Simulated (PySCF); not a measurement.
# C4H9FOSi2: excited states

Aim: compute the excited states of C4H9FOSi2 (`C[C@]1(F)CC(=O)[SiH2][SiH2]1`).

Computed with PySCF 2.14.0 and routines of our own; the level stands in each step. Atoms count from 0.

### 1 The system as given

17 atoms, charge 0, multiplicity 1; geometry from: GFN2-xTB.

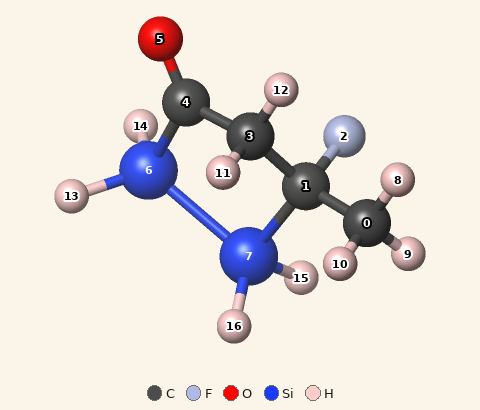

The starting geometry (carbon dark grey, fluorine light blue, oxygen red, silicon blue, hydrogen pink).

### 2 Optimising the geometry at PBE0-D3(BJ)/def2-SVP

Job settings and geometry (Å):

```
{"job": {"xc": "PBE0", "basis": "def2-SVP", "d3": "d3bj", "grid": 1, "kind": "geom"}, "charge": 0, "multiplicity": 1}
C     -2.051050     0.162368     0.820086
C     -0.809664     0.081346    -0.050780
F     -1.243657     0.100618    -1.391890
C     -0.064576    -1.237710     0.144190
C      1.223664    -1.311335    -0.655972
O      1.615590    -2.333591    -1.160983
Si     2.187577     0.371589    -0.779844
Si     0.423320     1.582544     0.091168
H     -2.705218    -0.691367     0.645300
H     -2.603884     1.070079     0.589105
H     -1.765975     0.182507     1.868265
H      0.213483    -1.326978     1.198483
H     -0.701740    -2.088676    -0.114845
H      3.384120     0.239435     0.057669
H      2.616501     0.567077    -2.162792
H     -0.203590     2.695455    -0.621771
H      0.478100     1.948670     1.514701
```

Command:

```sh
> OMP_NUM_THREADS=1 python excited_run.py task.json out
```

One launch serves the whole session: the jobs run in the order shown.

The program printed:

```text
step   0  E = -910.84890557  max force = 0.011359
step   1  E = -910.85290750  max force = 0.001787
step   2  E = -910.85298912  max force = 0.001174
step   3  E = -910.85303286  max force = 0.001151
step   4  E = -910.85306234  max force = 0.000902
step   5  E = -910.85311202  max force = 0.001178
step   6  E = -910.85314405  max force = 0.000932
step   7  E = -910.85316501  max force = 0.000683
step   8  E = -910.85318104  max force = 0.000321
step   9  E = -910.85319229  max force = 0.000281
optimisation converged
```

It took 1.7 min on 1 thread of Arm Neoverse V1, shared host; peak memory 0.69 GiB.

Relaxation path:

| step | energy from step 0 (eV) | largest force component (eV/Å) |
| --- | --- | --- |
| 0 | 0.0000 | 0.5841 |
| 1 | -0.1089 | 0.0919 |
| 2 | -0.1111 | 0.0604 |
| 3 | -0.1123 | 0.0592 |
| 4 | -0.1131 | 0.0464 |
| 5 | -0.1145 | 0.0606 |
| 6 | -0.1153 | 0.0479 |
| 7 | -0.1159 | 0.0351 |
| 8 | -0.1163 | 0.0165 |
| 9 | -0.1166 | 0.0144 |

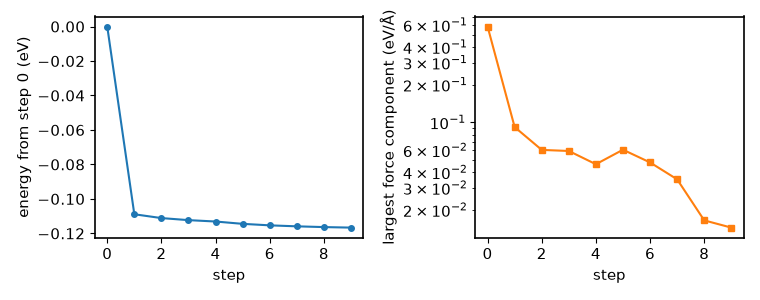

Energy and force, step by step.

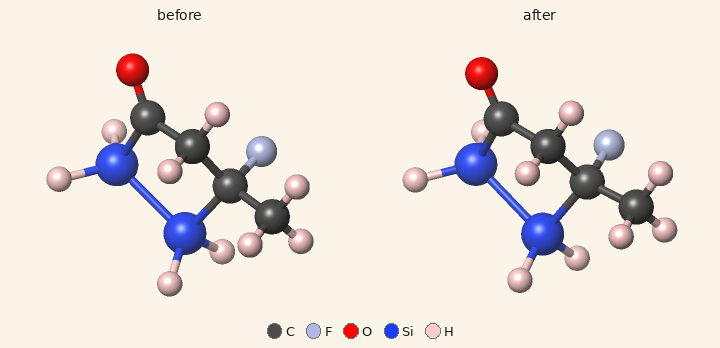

Before and after, at one scale.

Close pairs (by a distance rule), those that changed most:

| bond | before (Å) | after (Å) | change (Å) |
| --- | --- | --- | --- |
| Si6–H14 | 1.461 | 1.490 | +0.029 |
| Si7–H15 | 1.463 | 1.490 | +0.028 |
| Si7–H16 | 1.471 | 1.497 | +0.026 |
| Si6–H13 | 1.466 | 1.492 | +0.026 |
| C4–Si6 | 1.943 | 1.969 | +0.026 |
| Si6–Si7 | 2.310 | 2.328 | +0.018 |
| C0–H10 | 1.086 | 1.100 | +0.013 |
| C3–H11 | 1.094 | 1.106 | +0.012 |

The final coordinates are the input of the step that follows.

| at the end point | value |
| --- | --- |
| point group (found at 0.08 Å tolerance) | C1 |
| rotational constants (GHz, main isotopes) | 1.927, 1.291, 0.941 |
| dipole moment (D) | 3.19 |

### 3 Excited states: TDA B3LYP/def2-SVPD

Job settings and geometry (Å):

```
{"job": {"kind": "states", "xc": "B3LYP", "basis": "def2-SVPD", "tda": true, "soc": true, "nstates": 6, "ntriplets": 6, "nquad": 4}, "charge": 0, "multiplicity": 1}
C     -2.179657     0.354301     0.628556
C     -0.820630     0.280020    -0.025929
F     -1.006596     0.298577    -1.425072
C     -0.068156    -1.007615     0.273938
C      1.261754    -1.087271    -0.471395
O      1.731099    -2.129093    -0.849972
Si     2.130988     0.660124    -0.732897
Si     0.358180     1.790782     0.266688
H     -2.794182    -0.511827     0.334835
H     -2.707551     1.270716     0.326938
H     -2.083635     0.355460     1.724222
H      0.166291    -1.055895     1.354085
H     -0.668673    -1.898491     0.025295
H      3.442344     0.680817    -0.020823
H      2.328622     0.913891    -2.187980
H     -0.206939     3.019369    -0.359966
H      0.571936     2.006156     1.732536
```

Level: TDA B3LYP/def2-SVPD excited states, vertical, gas phase, spin-orbit mean-field couplings.

The program printed:

```text
coarse grid: 15344 points
cycle   1  E = -911.2157282828  dE =  7.513e-01  |g| = 8.796e-01  |ddm| = 6.071e+00
cycle   2  E = -910.4443504540  dE =  7.714e-01  |g| = 2.108e+00  |ddm| = 3.929e+00
cycle   3  E = -911.3613012352  dE = -9.170e-01  |g| = 2.386e-01  |ddm| = 3.324e+00
cycle   4  E = -911.3712065288  dE = -9.905e-03  |g| = 1.247e-01  |ddm| = 4.431e-01
cycle   5  E = -911.3738814707  dE = -2.675e-03  |g| = 3.086e-02  |ddm| = 1.433e-01
cycle   6  E = -911.3740651001  dE = -1.836e-04  |g| = 8.952e-03  |ddm| = 5.044e-02
cycle   7  E = -911.3740820104  dE = -1.691e-05  |g| = 2.177e-03  |ddm| = 1.483e-02
cycle   8  E = -911.3740830658  dE = -1.055e-06  |g| = 7.227e-04  |ddm| = 4.668e-03
final grid: 139848 points
cycle   9  E = -911.5087133547  dE = -3.418e-05  |g| = 6.578e-03  |ddm| = 1.314e-01
cycle  10  E = -911.5086925632  dE =  2.079e-05  |g| = 1.238e-02  |ddm| = 2.188e-02
cycle  11  E = -911.5087213334  dE = -2.877e-05  |g| = 1.769e-03  |ddm| = 1.386e-02
cycle  12  E = -911.5087219446  dE = -6.112e-07  |g| = 3.449e-04  |ddm| = 2.192e-03
cycle  13  E = -911.5087219637  dE = -1.907e-08  |g| = 1.326e-04  |ddm| = 5.767e-04
cycle  14  E = -911.5087219673  dE = -3.569e-09  |g| = 2.210e-05  |ddm| = 1.943e-04
cycle  15  E = -911.5087219674  dE = -1.316e-10  |g| = 5.917e-06  |ddm| = 5.992e-05
converged SCF energy = -911.5087219674

Singlet excitations
state   eV       nm        f     d(h-e)  d(exc)  Lambda  PR(NTO)  |dmu|/D   mu/D   main configurations
  1   3.3313   372.2   0.00051   0.185   2.441   0.572   1.007    0.210    3.384   H->L 0.97
  2   5.2380   236.7   0.00167   1.893   3.364   0.369   1.028    5.099    8.163   H-1->L 0.98
  3   5.5990   221.4   0.07098   2.305   3.973   0.466   1.061    5.689    3.472   H->L+1 0.90
  4   5.7465   215.8   0.03764   2.148   4.186   0.420   1.030    5.226    3.221   H->L+2 0.92
  5   5.8389   212.3   0.01142   1.910   3.710   0.416   1.033                     H->L+4 0.59, H->L+3 0.34
  6   5.9914   206.9   0.08272   1.988   4.147   0.398   1.066                     H->L+3 0.57, H->L+4 0.34

Triplet excitations (Tamm-Dancoff)
state   eV     d(h-e)  d(exc)  Lambda  PR(NTO)   main configurations
  1   2.7286   0.186   2.358   0.568   1.004   H->L 0.95
  2   5.0443   0.642   3.370   0.408   1.752   H-1->L 0.59, H->L+1 0.28
  3   5.0739   0.999   3.587   0.438   1.698   H->L+1 0.61, H-1->L 0.30
  4   5.3991   1.807   3.930   0.422   1.034   H->L+2 0.85
  5   5.6402   0.969   3.275   0.460   1.890   H->L+4 0.47, H->L+3 0.13, H-2->L 0.09
  6   5.6745   0.749   2.613   0.534   1.645   H-6->L 0.23, H-3->L 0.23, H->L+4 0.22
S1 - T1 = 0.6027 eV

Spin-orbit couplings |<S|Hso|T>| (cm-1)
             T1       T2       T3       T4       T5       T6
S0       42.197   15.266   12.683    6.755   23.331   16.795
S1        1.231   22.179   19.073    5.945   14.359   27.900
S2       25.432    5.162    3.902    3.626   11.685    7.813
S3        9.052    3.604    5.844   15.145    7.696    4.714
S4        5.795    7.309   12.393    9.451    9.064    6.159
S5        3.309    8.111    7.482   12.392    3.093    4.075
S6        5.791    6.214    7.176    8.825    3.244    3.916
T1 sublevels (cm-1): 0.000 0.002 0.119   radiative rates (1/s): 0.414 0.38 5.06
```

Run time: 62 s. Hardware: 1 thread of Arm Neoverse V1, shared host; peak memory 0.97 GiB.

Key values:

| quantity | value |
| --- | --- |
| S1 less T1 | 0.60 eV |

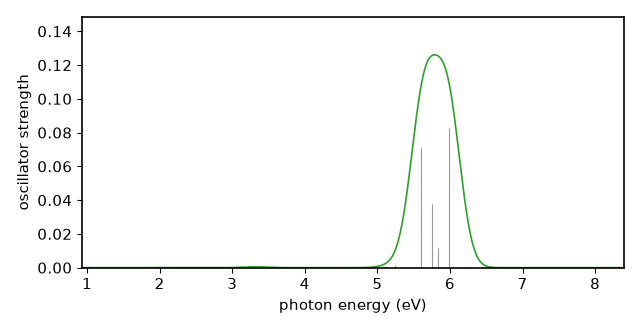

Absorption lines of the singlets. Lines are broadened to a width of 0.40 eV (Gaussian).

The fields below are evaluated on a grid from the run's orbitals.

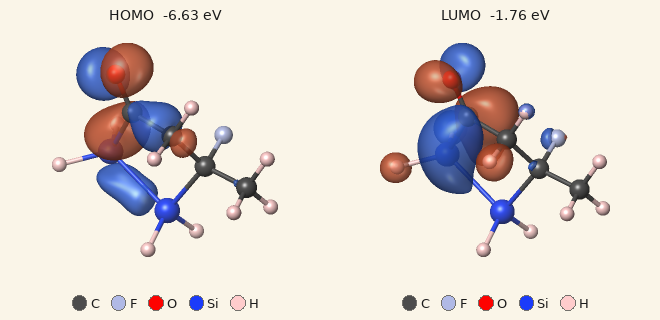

Frontier orbitals at B3LYP/def2-SVPD; each surface holds 70 % of the orbital's density, blue and red mark the sign.

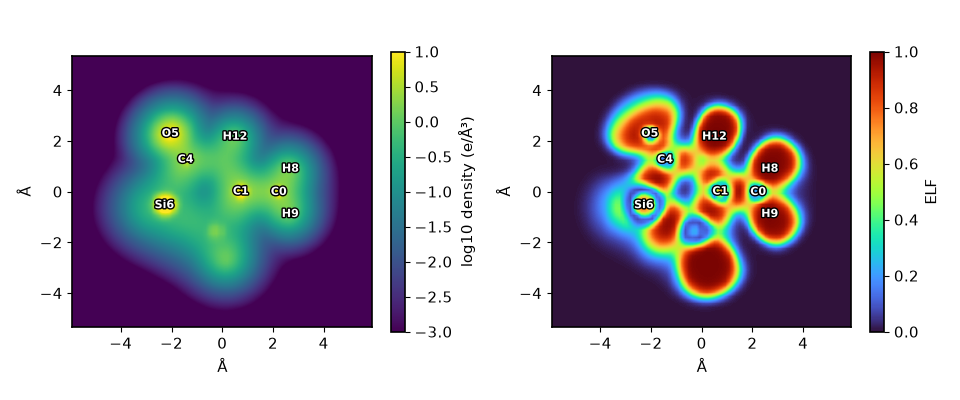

Density (left) and ELF (right) in a plane through or near 8 of the atoms.

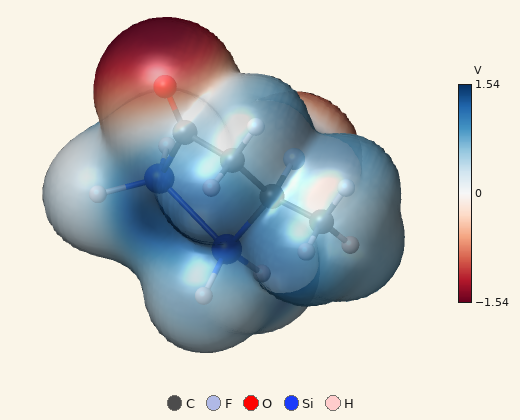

Electrostatic potential on the surface of density 0.002 e/bohr³; red is low, blue high. It runs from -1.54 V near O5 to 1.38 V near H11.

### 4 Excited states: TDDFT BHandHLYP/def2-SVPD

Settings changed since step 3:

```diff
@@ -1,2 +1,2 @@
-{"job": {"kind": "states", "xc": "B3LYP", "basis": "def2-SVPD", "tda": true, "soc": true, "nstates": 6, "ntriplets": 6, "nquad": 4}, "charge": 0, "multiplicity": 1}
+{"job": {"kind": "states", "xc": "BHandHLYP", "basis": "def2-SVPD", "tpa": true, "nstates": 6, "nquad": 5, "ntriplets": 0}, "charge": 0, "multiplicity": 1}
 C     -2.179657     0.354301     0.628556
```

Level: TDDFT BHandHLYP/def2-SVPD excited states, vertical, gas phase, two-photon moments by quadratic response.

The program printed:

```text
coarse grid: 15344 points
cycle   1  E = -911.0392031202  dE =  9.168e-01  |g| = 8.485e-01  |ddm| = 5.651e+00
cycle   2  E = -910.8440404799  dE =  1.952e-01  |g| = 1.363e+00  |ddm| = 2.744e+00
cycle   3  E = -911.1964115966  dE = -3.524e-01  |g| = 1.085e-01  |ddm| = 1.830e+00
cycle   4  E = -911.1982844583  dE = -1.873e-03  |g| = 7.165e-02  |ddm| = 2.318e-01
cycle   5  E = -911.1992092823  dE = -9.248e-04  |g| = 1.187e-02  |ddm| = 8.765e-02
cycle   6  E = -911.1992424098  dE = -3.313e-05  |g| = 4.431e-03  |ddm| = 2.658e-02
cycle   7  E = -911.1992477680  dE = -5.358e-06  |g| = 1.272e-03  |ddm| = 9.754e-03
final grid: 139848 points
cycle   8  E = -911.2868486462  dE = -1.715e-05  |g| = 3.871e-03  |ddm| = 7.782e-02
cycle   9  E = -911.2868469029  dE =  1.743e-06  |g| = 5.097e-03  |ddm| = 1.344e-02
cycle  10  E = -911.2868518275  dE = -4.925e-06  |g| = 5.258e-04  |ddm| = 6.198e-03
cycle  11  E = -911.2868518808  dE = -5.329e-08  |g| = 2.409e-04  |ddm| = 8.667e-04
cycle  12  E = -911.2868518922  dE = -1.142e-08  |g| = 6.711e-05  |ddm| = 4.345e-04
cycle  13  E = -911.2868518934  dE = -1.161e-09  |g| = 1.783e-05  |ddm| = 1.113e-04
cycle  14  E = -911.2868518936  dE = -1.455e-10  |g| = 5.149e-06  |ddm| = 6.002e-05
converged SCF energy = -911.2868518936

Singlet excitations
state   eV       nm        f     d(h-e)  d(exc)  Lambda  PR(NTO)  |dmu|/D   mu/D   delta(TPA)   sigma/GM   main configurations
  1   3.5036   353.9   0.00035   0.206   2.275   0.556   1.020    0.346    3.505        0.51      0.002   H->L 0.85
  2   6.2216   199.3   0.00740   0.980   3.113   0.457   1.301    2.797    6.179        5.75      0.082   H-1->L 0.73, H->L+4 0.11, H->L 0.08
  3   6.4894   191.1   0.09939   1.597   3.605   0.455   1.144    4.498    3.317      275.23      4.246   H->L+1 0.80, H->L+3 0.08
  4   6.7503   183.7   0.05308   1.477   3.805   0.386   1.110    3.673    3.058       61.06      1.019   H->L+2 0.59, H->L+3 0.17
  5   6.8366   181.4   0.05711   1.291   3.760   0.403   1.224    3.563    2.387        6.82      0.117   H->L+3 0.47, H->L+4 0.18, H->L+2 0.17
  6   6.9882   177.4   0.04212   1.265   3.677   0.452   1.308                                            H->L+4 0.54, H->L+3 0.21, H-1->L 0.11
```

Wall time 63 s (1 thread of Arm Neoverse V1, shared host); peak memory 0.98 GiB.

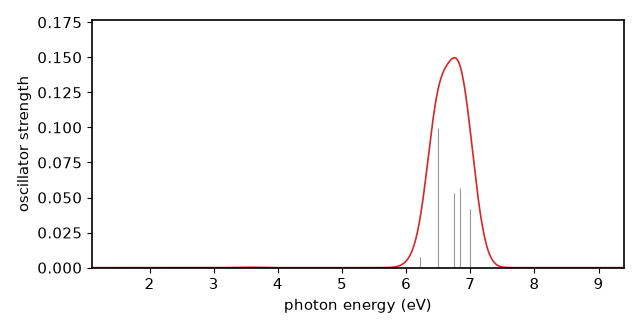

Absorption lines of the singlets. Lines are broadened to a width of 0.40 eV (Gaussian).

### 5 Outcome

| quantity | value |
| --- | --- |
| point group | C1 |
| rotational constants (main isotopes) | 1.93, 1.29, 0.94 GHz |
| S1 less T1 (step 3, TDA B3LYP/def2-SVPD) | 0.60 eV |
| potential on the surface of density 0.002 e/bohr³, 1st and 99th percentile | -1.54 V and 1.38 V |

In words: Relaxing lowered the energy by 0.117 eV in 9 steps; the close pair that moved most is Si6–H14, from 1.461 to 1.490 Å. No frequency check was run at this level, so the end point may be a saddle. In step 3, the number of triplets below S1 is 1, and the largest singlet-triplet spin-orbit coupling is S0–T1, 42.20 cm⁻¹. By nearest atom (B3LYP/def2-SVPD), the HOMO sits on O5 47 %; C4 14 % and the LUMO on C4 39 %; O5 25 %.
